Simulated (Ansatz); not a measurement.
# FH4OSi2 (charge −1): what the fields show

The calculation's input:

```
basis:
  gaussian: {orbitals: def2-TZVPD}
crystal:
  periodic: [false, false, false]
  atoms:
    - {symbol: F, position_ang: [-2.052637, -2.833613, 1.827564]}
    - {symbol: O, position_ang: [-1.474462, -1.023037, -0.078205]}
    - {symbol: Si, position_ang: [-1.326450, -1.364877, 1.498941]}
    - {symbol: Si, position_ang: [-0.675710, 0.453890, -0.817113]}
    - {symbol: H, position_ang: [-2.050633, -0.422072, 2.401028]}
    - {symbol: H, position_ang: [0.079159, -1.554839, 1.960401]}
    - {symbol: H, position_ang: [0.793061, 0.044699, -0.500027]}
    - {symbol: H, position_ang: [-0.747644, 1.339148, 0.470631]}
output: {forces: true, orbitals: {seedname: orbitals}}
hamiltonian: {xc: {name: PBE0}}
total_charge: -1
```

Launched as:

```sh
ansatz run input.yaml --threads 2 --pin off --max-ram 4350MiB --events-out events.jsonl --progress --plain --runs-dir runs
```

Geometry: B3LYP-D3(BJ)/def2-SVPD.

Method: isolated molecule in a Gaussian basis; Kohn-Sham density functional theory, functional PBE0 (Ansatz 0.2.0).

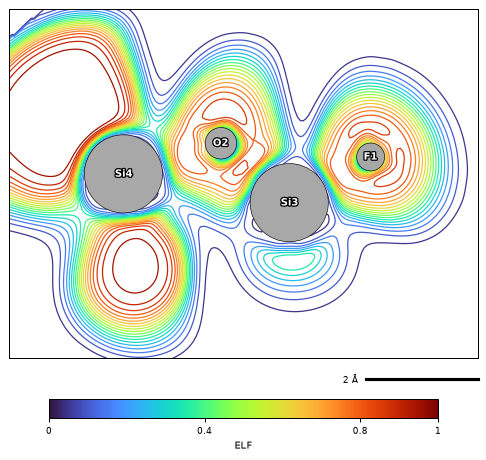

Figure 1. ELF on the plane of atoms F1, Si3 and O2. Grey discs cover the atomic cores.

What does the map show?

Answer. Atoms in the plane: F, O and Si. Si–O (1.62 Å): the ELF peaks at about 0.85 between the atoms; a short, strongly polar bond. Si–F (1.67 Å): the ELF peaks at about 0.85 in the valence shell of F, 0.6 Å from its nucleus, and is about 0.50 at the midpoint. Si–O (1.83 Å): the ELF peaks at about 0.85 between the atoms, as expected for a polar covalent bond. The ELF also peaks beside F1, Si4 and O2, away from the bonds: lone-pair regions.

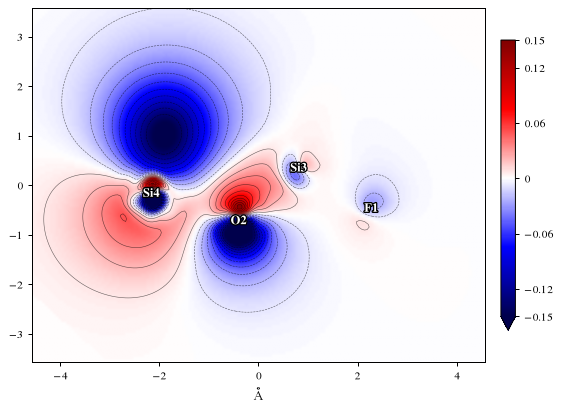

Figure 2. The HOMO−1 on the plane of atoms Si3, O2 and Si4 (values in Å⁻³ᐟ²; the overall sign is arbitrary).

Where does this orbital lie, and at what energy?

Answer. By Hirshfeld shares it lies mainly on Si4 (about 30 %), H8 (about 25 %), H7 (about 20 %) and O2 (about 20 %). Its energy is −3.09 eV.
